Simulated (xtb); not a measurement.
Geometry relaxation, with input and output: C2H4CuO2S2 (charge −2) (part 3 of 3)

The same run, continued: C2H4CuO2S2, charge −2, multiplicity 2; GFN2-xTB (xtb 6.7.1). 

Geometry of the input (Å):
```
Cu -0.6633  -0.6296  -0.0267
S  0.7223  0.0213  1.6015
C  1.5300  1.2842  0.5789
C  1.3092  1.5415  -0.7109
S  0.0625  0.7860  -1.6113
H  2.1923  1.8824  1.2236
H  1.7824  2.3666  -1.1003
O  -2.4303  -0.5256  0.5009
H  -2.9157  -1.2259  0.0961
O  -0.5212  -2.4071  -0.6244
H  -1.1999  -2.8167  -0.0848
```

What the program printed, continued:
```
 SCC (total)                   0 d,  0 h,  0 min,  0.018 sec
 SCC setup                      ...        0 min,  0.000 sec (  0.601%)
 Dispersion                     ...        0 min,  0.000 sec (  0.311%)
 classical contributions        ...        0 min,  0.000 sec (  0.207%)
 integral evaluation            ...        0 min,  0.004 sec ( 23.421%)
 iterations                     ...        0 min,  0.004 sec ( 23.201%)
 molecular gradient             ...        0 min,  0.009 sec ( 50.025%)
 printout                       ...        0 min,  0.000 sec (  2.020%)

         :::::::::::::::::::::::::::::::::::::::::::::::::::::
         ::                     SUMMARY                     ::
         :::::::::::::::::::::::::::::::::::::::::::::::::::::
         :: total energy             -25.175003351423 Eh    ::
         :: gradient norm              0.000382150572 Eh/a0 ::
         :: HOMO-LUMO gap              2.572917085093 eV    ::
         ::.................................................::
         :: SCC energy               -25.317838055618 Eh    ::
         :: -> isotropic ES            0.467593976572 Eh    ::
         :: -> anisotropic ES         -0.023330099454 Eh    ::
         :: -> anisotropic XC         -0.003460073841 Eh    ::
         :: -> dispersion             -0.012151215688 Eh    ::
         :: repulsion energy           0.142834704195 Eh    ::
         :: add. restraining           0.000000000000 Eh    ::
         :: total charge              -1.999999999977 e     ::
         :::::::::::::::::::::::::::::::::::::::::::::::::::::

           -------------------------------------------------
          |                Property Printout                |
           -------------------------------------------------

    * Orbital Energies and Occupations

         #    Occupation            Energy/Eh            Energy/eV
      -------------------------------------------------------------
         1        2.0000           -0.3889183             -10.5830
       ...           ...                  ...                  ...
        13        2.0000           -0.1336566              -3.6370
        14        2.0000           -0.0983215              -2.6755
        15        2.0000           -0.0865924              -2.3563
        16        2.0000           -0.0861586              -2.3445
        17        2.0000           -0.0837313              -2.2784
        18        2.0000           -0.0792062              -2.1553
        19        2.0000           -0.0698460              -1.9006
        20        2.0000           -0.0481183              -1.3094
        21        2.0000           -0.0437209              -1.1897
        22        2.0000           -0.0378368              -1.0296
        23        2.0000           -0.0347040              -0.9443
        24        1.9999           -0.0306211              -0.8332
        25        1.0001           -0.0131148              -0.3569 (HOMO)
        26                          0.0814382               2.2160 (LUMO)
        27                          0.1422285               3.8702
        28                          0.1446638               3.9365
        29                          0.2789815               7.5915
        30                          0.2902272               7.8975
        31                          0.3032175               8.2510
        32                          0.3034502               8.2573
        33                          0.3074597               8.3664
        34                          0.3086065               8.3976
        35                          0.3284868               8.9386
        36                          0.3579057               9.7391
       ...                                ...                  ...
        47                          0.9241282              25.1468
      -------------------------------------------------------------
                  HL-Gap            0.0945530 Eh            2.5729 eV
             Fermi-level            0.0061502 Eh            0.1674 eV

     #   Z          covCN         q      C6AA      α(0)
     1  29 Cu       3.074     0.297   144.601    27.382
     2  16 S        1.818    -0.597   168.448    21.845
     3   6 C        2.912     0.025    27.448     8.591
     4   6 C        2.913     0.025    27.457     8.592
     5  16 S        1.829    -0.598   168.515    21.849
     6   1 H        0.925    -0.050     4.092     3.163
     7   1 H        0.925    -0.050     4.097     3.165
     8   8 O        1.524    -0.709    28.050     7.144
     9   1 H        0.806     0.185     1.199     1.720
    10   8 O        1.524    -0.710    28.061     7.145
    11   1 H        0.806     0.184     1.202     1.722

 Mol. C6AA /au·bohr⁶  :       4181.533496
 Mol. C8AA /au·bohr⁸  :     169683.789152
 Mol. α(0) /au        :        112.318477

Wiberg/Mayer (AO) data.
largest (>0.10) Wiberg bond orders for each atom

 ---------------------------------------------------------------------------
     #   Z sym  total        # sym  WBO       # sym  WBO       # sym  WBO
 ---------------------------------------------------------------------------
     1  29 Cu   2.617 --     8 O    0.706    10 O    0.705     5 S    0.571
                             2 S    0.568
     2  16 S    1.966 --     3 C    1.144     1 Cu   0.568     4 C    0.123
     3   6 C    3.957 --     4 C    1.704     2 S    1.144     6 H    0.960
                             5 S    0.122
     4   6 C    3.956 --     3 C    1.704     5 S    1.142     7 H    0.960
                             2 S    0.123
     5  16 S    1.966 --     4 C    1.142     1 Cu   0.571     3 C    0.122
     6   1 H    0.997 --     3 C    0.960
     7   1 H    0.997 --     4 C    0.960
     8   8 O    1.726 --     9 H    0.951     1 Cu   0.706
     9   1 H    0.966 --     8 O    0.951
    10   8 O    1.725 --    11 H    0.951     1 Cu   0.705
    11   1 H    0.966 --    10 O    0.951
 ---------------------------------------------------------------------------

Topologies differ in total number of bonds
Writing topology from bond orders to xtbtopo.mol

molecular dipole:
                 x           y           z       tot (Debye)
 q only:        1.059       0.893       0.119
   full:        0.801       0.636       0.109       2.615
molecular quadrupole (traceless):
                xx          xy          yy          xz          yz          zz
 q only:        0.634      -5.137       0.940      -0.697       0.252      -1.573
  q+dip:        3.890      -2.637       4.210      -2.053       1.792      -8.100
   full:        4.542      -1.489       4.961      -2.445       2.103      -9.503

           -------------------------------------------------
          |                Geometry Summary                 |
           -------------------------------------------------

      molecular mass/u    :      187.7276594
   center of mass at/Å    :       -0.1651697      -0.1238105      -0.0274957
  moments of inertia/u·Å² :        0.2755397E+03   0.4194681E+03   0.5614594E+03
rotational constants/cm⁻¹ :        0.6118040E-01   0.4018811E-01   0.3002467E-01

 * 9 selected distances

     #   Z          #   Z                                           value/Å
     2  16 S        3   6 C                                       1.7321380
     3   6 C        4   6 C                                       1.3417561
     4   6 C        5  16 S                                       1.7331941
     3   6 C        6   1 H                                       1.0894882
     4   6 C        7   1 H                                       1.0895872
     1  29 Cu       8   8 O                                       1.8791305
     8   8 O        9   1 H                                       0.9614548
     1  29 Cu      10   8 O                                       1.8795286 (max)
    10   8 O       11   1 H                                       0.9614465 (min)

 * 5 distinct bonds (by element types)

   Z      Z             #   av. dist./Å        max./Å        min./Å
   1 H    6 C           2     1.0895377     1.0895872     1.0894882
   6 C    6 C           1     1.3417561     1.3417561     1.3417561
   1 H    8 O           2     0.9614506     0.9614548     0.9614465
   6 C   16 S           2     1.7326661     1.7331941     1.7321380
   8 O   29 Cu          2     1.8793296     1.8795286     1.8791305

optimized geometry written to: xtbopt.xyz

           -------------------------------------------------
          | TOTAL ENERGY              -25.175003351423 Eh   |
          | GRADIENT NORM               0.000382150572 Eh/α |
          | HOMO-LUMO GAP               2.572917085093 eV   |
           -------------------------------------------------

------------------------------------------------------------------------
------------------------------------------------------------------------
 total:
 *  cpu-time:     0 d,  0 h,  0 min,  0.319 sec
 * ratio c/w:     0.945 speedup
 SCF:
 *  cpu-time:     0 d,  0 h,  0 min,  0.034 sec
 * ratio c/w:     0.989 speedup
 ANC optimizer:
 *  cpu-time:     0 d,  0 h,  0 min,  0.258 sec
 * ratio c/w:     0.947 speedup
```

File xtbopt.xyz:
```
11
 energy: -25.175003351423 gnorm: 0.000382150572 xtb: 6.7.1
Cu          -0.67623400471105       -0.63226409846393       -0.04553231768986
S            0.80640168962186        0.07552087660575        1.63994009029339
C            1.53254797789942        1.29126495433454        0.64245354753835
C            1.24994582905534        1.59294690103250       -0.63403893900988
S            0.06120413372862        0.87085199376625       -1.66817312223532
H            2.31270119353302        1.85617676747955        1.15158999266366
H            1.81240466589278        2.39120206492366       -1.11739059657968
O           -2.47758031278978       -0.57566256678649        0.48651908406509
H           -2.87622099493268       -1.30574593665964        0.00437906177728
O           -0.60044255592210       -2.43319886207013       -0.57799505767961
H           -1.27645762137544       -2.85387209416207       -0.03909174314341
```

Standard error:
```
normal termination of xtb
```

Trajectory as extended XYZ (Å, eV, eV/Å), 9 frames, from step=0 to step=8:
```
11
Properties=species:S:1:pos:R:3 step=0 energy=-684.72092
Cu   -0.6633   -0.6296   -0.0267
S     0.7223    0.0213    1.6015
C     1.5300    1.2842    0.5789
C     1.3092    1.5415   -0.7109
S     0.0625    0.7860   -1.6113
H     2.1923    1.8824    1.2236
H     1.7824    2.3666   -1.1003
O    -2.4303   -0.5256    0.5009
H    -2.9157   -1.2259    0.0961
O    -0.5212   -2.4071   -0.6244
H    -1.1999   -2.8167   -0.0848
11
Properties=species:S:1:pos:R:3 step=1 energy=-684.98152
Cu   -0.6555   -0.6279   -0.0351
S     0.7619    0.0423    1.6344
C     1.4891    1.3108    0.6240
C     1.2388    1.5858   -0.6644
S     0.0862    0.7926   -1.6835
H     2.2397    1.8572    1.2060
H     1.8274    2.3625   -1.1272
O    -2.4303   -0.5392    0.5128
H    -2.9078   -1.2455    0.0782
O    -0.5584   -2.4184   -0.6258
H    -1.2228   -2.8431   -0.0767
11
Properties=species:S:1:pos:R:3 step=2 energy=-685.03675
Cu   -0.6679   -0.6420   -0.0486
S     0.7577    0.1016    1.6399
C     1.5193    1.3025    0.6399
C     1.2567    1.5817   -0.6450
S     0.0940    0.8342   -1.6923
H     2.2588    1.8787    1.1851
H     1.8429    2.3715   -1.1268
O    -2.4425   -0.5653    0.5331
H    -2.9019   -1.2732    0.0658
O    -0.5980   -2.4382   -0.6322
H    -1.2508   -2.8744   -0.0762
11
Properties=species:S:1:pos:R:3 step=3 energy=-685.04323
Cu   -0.6732   -0.6403   -0.0461
S     0.7729    0.1008    1.6428
C     1.5144    1.3098    0.6479
C     1.2620    1.5811   -0.6405
S     0.0979    0.8405   -1.6893
H     2.2807    1.8820    1.1710
H     1.8346    2.3771   -1.1233
O    -2.4538   -0.5732    0.5262
H    -2.8928   -1.2878    0.0510
O    -0.6096   -2.4377   -0.6241
H    -1.2649   -2.8751   -0.0728
11
Properties=species:S:1:pos:R:3 step=4 energy=-685.04511
Cu   -0.6746   -0.6380   -0.0440
S     0.7854    0.0944    1.6454
C     1.5191    1.3056    0.6481
C     1.2620    1.5840   -0.6391
S     0.0951    0.8448   -1.6840
H     2.2872    1.8823    1.1635
H     1.8264    2.3827   -1.1210
O    -2.4608   -0.5754    0.5162
H    -2.8832   -1.2966    0.0390
O    -0.6135   -2.4362   -0.6137
H    -1.2747   -2.8705   -0.0677
11
Properties=species:S:1:pos:R:3 step=5 energy=-685.04600
Cu   -0.6751   -0.6366   -0.0443
S     0.7961    0.0861    1.6444
C     1.5235    1.3011    0.6471
C     1.2570    1.5897   -0.6366
S     0.0864    0.8515   -1.6774
H     2.2947    1.8778    1.1583
H     1.8212    2.3862   -1.1199
O    -2.4663   -0.5756    0.5051
H    -2.8745   -1.3022    0.0261
O    -0.6128   -2.4362   -0.6005
H    -1.2819   -2.8645   -0.0596
11
Properties=species:S:1:pos:R:3 step=6 energy=-685.04642
Cu   -0.6744   -0.6346   -0.0455
S     0.8029    0.0798    1.6425
C     1.5281    1.2956    0.6447
C     1.2526    1.5923   -0.6353
S     0.0740    0.8600   -1.6721
H     2.3014    1.8690    1.1552
H     1.8161    2.3886   -1.1184
O    -2.4704   -0.5750    0.4952
H    -2.8695   -1.3054    0.0147
O    -0.6080   -2.4354   -0.5878
H    -1.2844   -2.8576   -0.0505
11
Properties=species:S:1:pos:R:3 step=7 energy=-685.04663
Cu   -0.6750   -0.6335   -0.0459
S     0.8044    0.0777    1.6408
C     1.5299    1.2937    0.6435
C     1.2505    1.5927   -0.6344
S     0.0663    0.8658   -1.6698
H     2.3079    1.8618    1.1536
H     1.8145    2.3893   -1.1180
O    -2.4737   -0.5751    0.4904
H    -2.8719   -1.3058    0.0094
O    -0.6035   -2.4345   -0.5821
H    -1.2811   -2.8548   -0.0448
11
Properties=species:S:1:pos:R:3 step=8 energy=-685.04674
Cu   -0.6762   -0.6323   -0.0455
S     0.8064    0.0755    1.6399
C     1.5326    1.2913    0.6424
C     1.2499    1.5930   -0.6340
S     0.0612    0.8709   -1.6682
H     2.3127    1.8562    1.1516
H     1.8124    2.3912   -1.1174
O    -2.4776   -0.5757    0.4865
H    -2.8762   -1.3057    0.0044
O    -0.6004   -2.4332   -0.5780
H    -1.2765   -2.8539   -0.0391
```

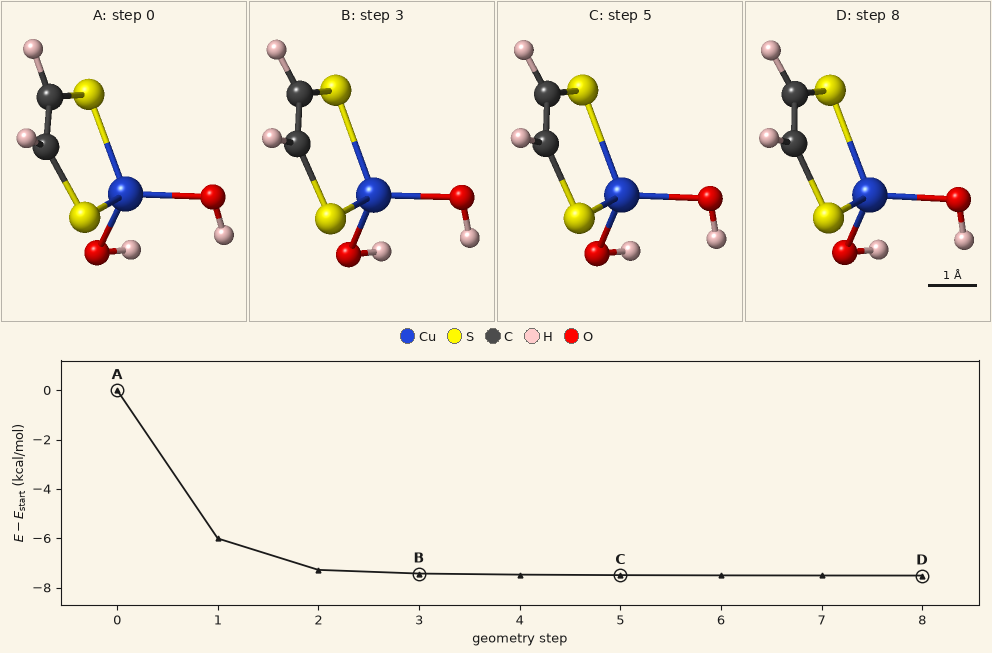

Frames of the relaxation (ball-and-stick view, seen at a tilt) above the curves, on which the letters mark them (steps are counted from 0).

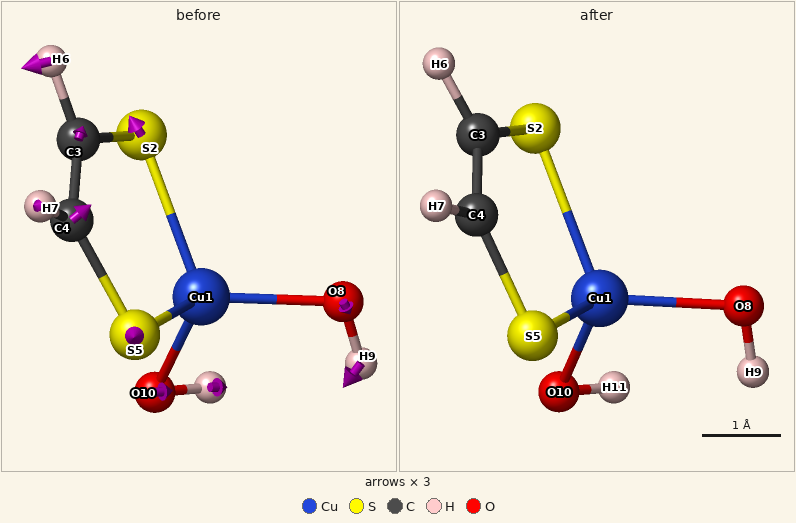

Before (left) and after (right) the relaxation, at one scale (ball-and-stick view, seen at a tilt). The pink arrows give the displacements, magnified 3 times. The largest moves after the best rigid fit, 0.14 Å, are those of H6 and H9. By element the largest moves are H 0.14 Å, C 0.11 Å, S 0.11 Å, O 0.09 Å, Cu 0.02 Å. Among the contacts that change: Cu1–S2 2.235 → 2.354 Å, Cu1–S5 2.245 → 2.332 Å, S2–C3 1.815 → 1.732 Å, C4–H7 1.028 → 1.090 Å. Among the angles that change: S5–C4–H7 119.3° → 113.2°, Cu1–O8–H9 109.1° → 103.5°, C4–C3–H6 124.1° → 118.6°. Over 8 geometry steps the energy falls by 7.51 kcal/mol. (Atoms are counted from 1 in the order of the input.)

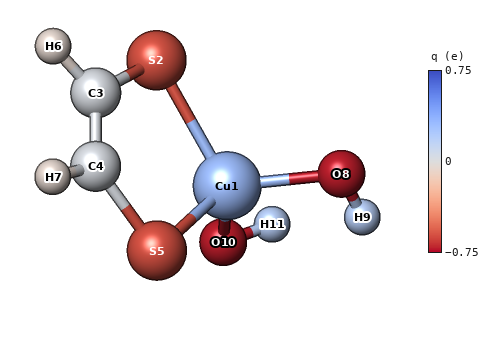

Mulliken charges, as the colour of each atom (ball-and-stick view, seen at a tilt; atoms are numbered from 1 in the order of the input). By element: Cu +0.30, S −0.60, C +0.02, H −0.05 to +0.18 and O −0.71 e.

Results in brief:

- outcome: converged
- electrons treated: 49
- total energy: −25.175003 hartree
- dispersion energy: −0.012151 hartree
- basis functions: 50
- peak memory: 0.071 GiB

Notes:

Settings chosen away from the usual ones: method = gfn2-xtb; task = optimise; opt_level = normal; x = {}; partner = base. The record of the run, not the program, notes: no spin polarisation: high-spin states lie too high.
